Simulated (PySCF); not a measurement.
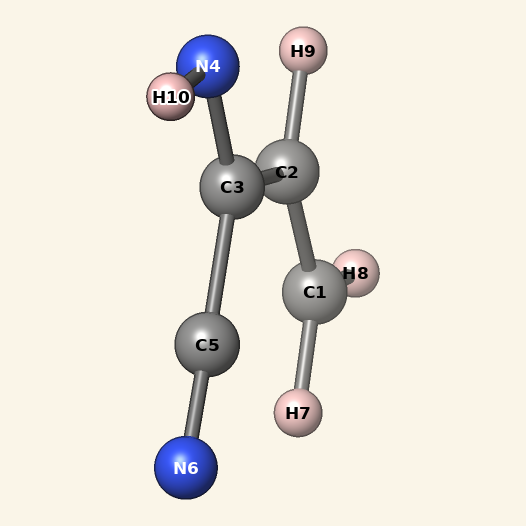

C2 lies behind C3. The molecule seen a little off the C3–C2 bond, C3 in front. Depth is shown by fading: the farther an atom, the more it takes the colour of the background. The computed structure is the end point of a PBE0-D3(BJ)/def2-SVP optimisation. No frequency run is at hand to confirm it as a minimum.

What is the torsion angle N4–C3–C2–C1? The sign is positive where the front bond must turn clockwise to cover the back bond.

Answer. 180°, antiperiplanar (anti).
